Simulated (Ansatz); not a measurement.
C (diamond)

```xyz
4
Lattice="0.0000 3.5716 3.5716 1.7858 0.0000 1.7858 1.7858 1.7858 0.0000" Properties=species:S:1:pos:R:3 pbc="T T T"
C      1.7858     1.7858     1.7858
C      1.7858     3.5716     3.5716
C      2.6787     2.6787     2.6787
C      2.6787     4.4645     4.4645
```

A phonon eigenvector at L = (0.5, 0.0, 0.0) is frozen into this cell: atom i moves by Q times the vector below, so Q is the largest atomic displacement, in Å. The cell is held. It is one choice among 2 degenerate patterns. (q is in reciprocal vectors of the primitive cell; the cell shown is doubled to hold the pattern.)

```
atom       x       y       z
----  ------  ------  ------
C1     0.285  -0.520   0.805
C2    -0.285   0.520  -0.805
C3     0.285  -0.520   0.805
C4    -0.285   0.520  -0.805
```

Calculation: PBE (plane waves to 420 eV, PAW, scalar-relativistic; Ansatz, a quantum-chemistry and plane-wave program). k mesh 8×16×16 (Γ-centred), Fermi-Dirac smearing 0.05 eV. E stands for the smeared free energy. C was relaxed with its symmetry unable to fall. ΔE is measured from the undisplaced structure.

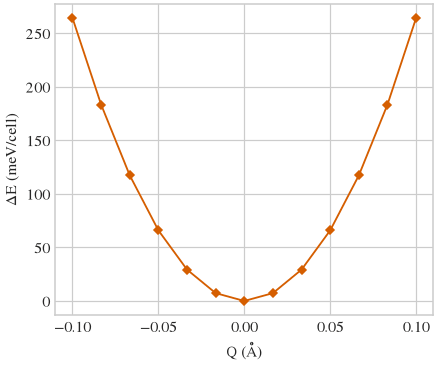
Fig. 1. ΔE (meV/cell) against Q (Å); markers are the computed points, lines only join them.

**Question.** What is the energy change at Q = 0.100 Å?

**Answer.** About 260 meV/cell.

**Question.** What harmonic wavenumber does the curvature at Q = 0 give?

**Answer.** About 550 cm⁻¹.

(For displaced atoms, the force is minus the slope of the energy, and its curvature is a force constant, which sets phonon frequencies.)
